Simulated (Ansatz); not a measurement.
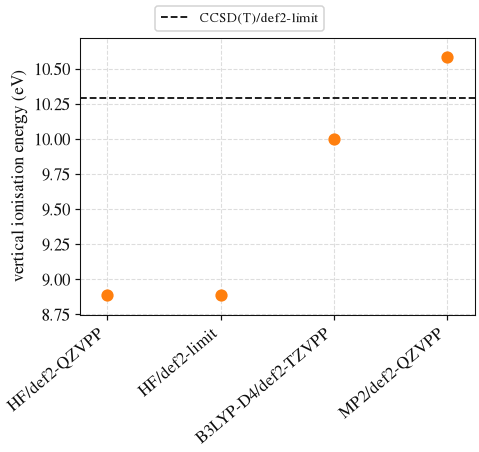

Vertical ionisation energy of C₂H₆O, SMILES COC, taken as the energy of the cation less that of the neutral at fixed geometry (unrestricted doublet cation, cores frozen in correlated methods, no spin-orbit coupling), the Ansatz code 0.2.0, at a PBE0-D4/def2-TZVP geometry (a minimum by its frequencies). Limit means an estimate of the basis limit from triple and quadruple zeta; for coupled cluster it is either extrapolated directly or built as the MP2 limit plus the step from MP2 in triple zeta. The distance of MP2/def2-QZVPP to the limit includes basis error.

Q: Which level comes closest to the line (CCSD(T)/def2-limit), and which misses most?

A: Closest MP2/def2-QZVPP (10.58 eV) and B3LYP-D4/def2-TZVPP (10.00 eV), against 10.29 eV; farthest HF/def2-QZVPP (8.89 eV).

Q: What range do the values span, the line included?

A: From 8.89 eV (HF/def2-QZVPP) to 10.58 eV (MP2/def2-QZVPP).
